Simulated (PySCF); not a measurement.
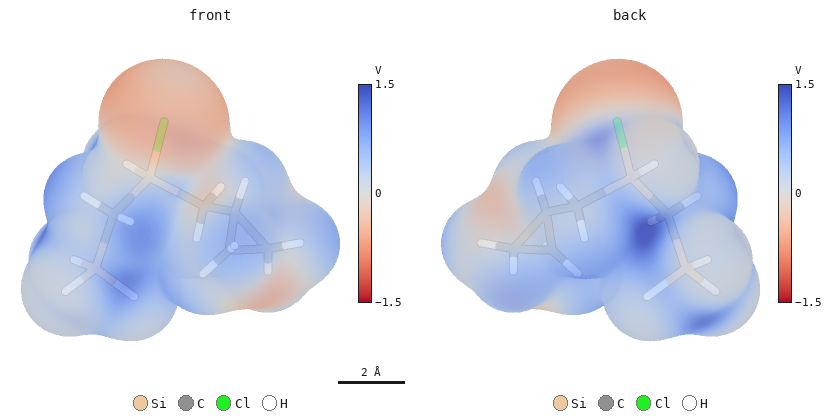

C₅H₁₃ClSi₂. The molecular electrostatic potential painted on the density surface at 0.002 e/bohr³, seen from the front and from behind; the colour scale runs from red (negative) to blue (positive).

Geometry: GFN2-xTB.

Computed with PBE0/pcSseg-1, SCF density, gas phase, non-relativistic (PySCF).

```yaml
atoms:
  - { symbol: Si, position_ang: [2.4281, -0.4787, -1.2303] }
  - { symbol: C, position_ang: [1.2445, 1.0090, -1.2004] }
  - { symbol: Si, position_ang: [0.7191, 1.6078, 0.5229] }
  - { symbol: Cl, position_ang: [-0.5148, 3.2090, 0.3161] }
  - { symbol: C, position_ang: [-0.2092, 0.2523, 1.4914] }
  - { symbol: C, position_ang: [-1.5770, -0.0571, 0.9273] }
  - { symbol: C, position_ang: [-2.1873, -1.4108, 1.1334] }
  - { symbol: C, position_ang: [-1.7227, -0.9952, -0.2309] }
  - { symbol: H, position_ang: [1.7641, -1.6640, -0.6809] }
  - { symbol: H, position_ang: [3.6150, -0.1799, -0.4281] }
  - { symbol: H, position_ang: [2.8173, -0.7592, -2.6144] }
  - { symbol: H, position_ang: [1.7216, 1.8381, -1.7244] }
  - { symbol: H, position_ang: [0.3553, 0.7614, -1.7817] }
  - { symbol: H, position_ang: [1.8776, 2.0673, 1.2961] }
  - { symbol: H, position_ang: [-0.3239, 0.5610, 2.5332] }
  - { symbol: H, position_ang: [0.3900, -0.6585, 1.5000] }
  - { symbol: H, position_ang: [-2.2542, 0.7886, 0.9536] }
  - { symbol: H, position_ang: [-1.6058, -2.1534, 1.6596] }
  - { symbol: H, position_ang: [-3.2485, -1.4812, 1.3193] }
  - { symbol: H, position_ang: [-2.4667, -0.7786, -0.9828] }
  - { symbol: H, position_ang: [-0.8315, -1.4610, -0.6245] }
```

> Where is the surface potential most negative and most positive?

The most negative region (about −0.6 V) lies over Cl4, the most positive (about +1.4 V) over Si1 and Si3.

> What dipole moment does the calculation give?

Its dipole moment is 1.42 D.
